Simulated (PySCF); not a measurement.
# CHNYb (Yb(HCN)2+): the cost of one run

The runs use PySCF 2.14.0; PBE0, Yb lcecp-0-SVP with ECP60, N def2-SVP, C def2-SVP, H def2-SVP; scalar-relativistic core potentials, no spin–orbit coupling.

1 further run of the same task is left out (for a known fault of the program).

### Step 1. Starting geometry

4 atoms, charge 2, spin multiplicity 1.

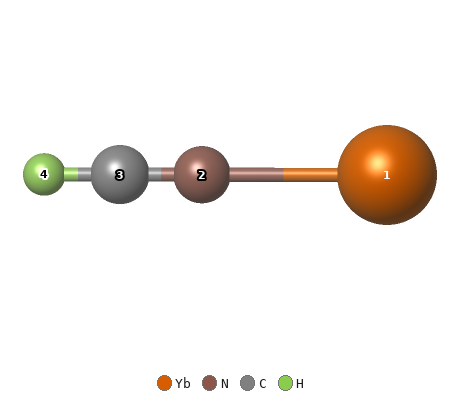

The starting geometry (ytterbium orange, nitrogen brown, carbon grey, hydrogen green); atoms are numbered from 1 in the order of the file.

Geometry (Å):

| atom | x (Å) | y (Å) | z (Å) |
| --- | --- | --- | --- |
| Yb1 | 0.0000 | 0.0000 | 0.0000 |
| N2 | 0.0000 | 0.0000 | 2.6175 |
| C3 | 0.0000 | 0.0000 | 3.7775 |
| H4 | 0.0000 | 0.0000 | 4.8475 |

Formal oxidation states: Yb +2. Each metal's 14 4f electrons lie in its core potential, so multiplicities, spins and levels count the valence alone.

### Step 2. SCF at the start, singlet

run.py (the lines that set the calculation) reads:

```python
mol = gto.M(atom='''
Yb     0.00000     0.00000     0.00000
N      0.00000     0.00000     2.61750
C      0.00000     0.00000     3.77750
H      0.00000     0.00000     4.84750''',
    basis={'Yb': 'lcecp-0-SVP', 'N': 'def2-SVP', 'C': 'def2-SVP', 'H': 'def2-SVP'},
    ecp={'Yb': 'lcecp-0-SVP'},
    charge=2, spin=0)
mf = dft.RKS(mol, xc='PBE0')
mf.grids.atom_grid = (50, 194)  # f atoms: unpruned, at least (60, 302)
mf = mf.density_fit()  # fitting sets: Yb AutoAux, N def2-universal-JKFIT, C def2-universal-JKFIT, H def2-universal-JKFIT
mf.conv_tol = 1e-08; mf.max_cycle = 55
mf.kernel(dm0)  # dm0: free metal ions and neutral atoms
```

Command:

```console
$ OMP_NUM_THREADS=2 python run.py
```

**Question.** How long does this run take on 2 threads of Arm Neoverse V2, shared host, and how much memory does it need?

About 1.3 s, with a peak of 0.38 GiB.
